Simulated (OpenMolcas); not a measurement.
## CH3AlO: a line through the functionals

CH3AlO: 6 atoms, total charge 0, spin state singlet. As SMILES, `[CH3][Al]=[O]`. Geometry: relaxed at PBE0-D4/def2-TZVP.

The vertical ionisation energy (to the doublet cation) y, in eV, basis aug-cc-pVDZ; a is the functional's share of exact exchange. Programs: OpenMolcas 26.06.

```
functional     program     a  y (eV)
    revPBE  OpenMolcas     0    9.71
    r2SCAN  OpenMolcas     0    9.56
     B3LYP  OpenMolcas   0.2    9.59
      PBE0  OpenMolcas  0.25       ?
     BHLYP  OpenMolcas   0.5    8.99
```

Task: Fit y = c + s·a to the known rows and predict PBE0.

Result: 
1. Means of the 4 rows: a = 0.1750, y = 9.463.
2. Σ(Δa)² = 0.1675, Σ(Δa·Δy) = -0.21075, so the slope is -0.21075/0.1675 = -1.2582.
3. Intercept: 9.463 − (-1.2582) × 0.1750 = 9.683. The largest residual of the fit is 0.16.
4. PBE0: 9.683 + (-1.2582) × 0.25 = 9.37 eV.

The run gave 9.43 eV, so the prediction is off by -0.06 eV, within the largest residual.

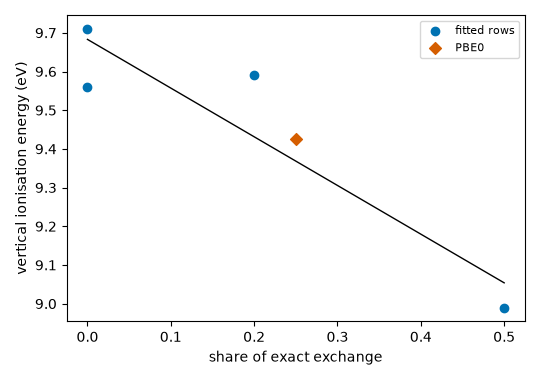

The fitted line, with the withheld row.
